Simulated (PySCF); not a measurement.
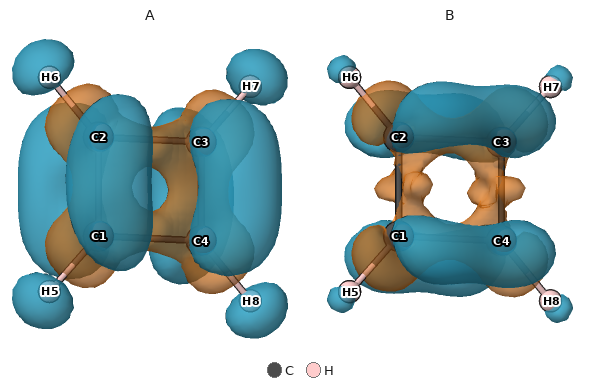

*C₄H₄, SMILES `C1=CC=C1`. The two Fukui functions at ±0.03 e/Å³ (light blue positive, orange negative).*

Level of theory: B3LYP/6-31+G* (PySCF), at a geometry from GFN2-xTB. This is a single-reference result, which may miss multireference character in this system. No frequency check shows the geometry to be a minimum.

Geometry (Å), atoms numbered from 1:

```
C1      -0.7761   -0.6631    0.0000
C2      -0.7761    0.6631    0.0000
C3       0.7761    0.6631    0.0000
C4       0.7761   -0.6631    0.0000
H5      -1.5174   -1.4377    0.0000
H6      -1.5174    1.4377    0.0000
H7       1.5174    1.4377    0.0000
H8       1.5174   -1.4377    0.0000
```

Question: Which panel is f⁻ (electron removed) and which f⁺ (electron added)?

Answer: A is f⁻, B is f⁺. f⁻ (Hirshfeld-condensed) is largest on C1, C2, C3 and C4 (0.18 each); the vertical ionisation energy is 7.81 eV. f⁺ (Hirshfeld-condensed) is largest on C1, C2, C3 and C4 (0.18 each); the vertical electron affinity is −0.29 eV (the stability of the anion's solution wasn't checked; negative: at this level and geometry the extra electron isn't bound, and the finite basis holds it).

Question: What chemical potential and hardness follow from the two energies?

Answer: μ = −(I + A)/2 = −3.76 eV and η = I − A = 8.10 eV.

Run time: 88 s on 1 thread of Arm Neoverse V1, with other jobs on the host, peak memory 0.45 GiB.
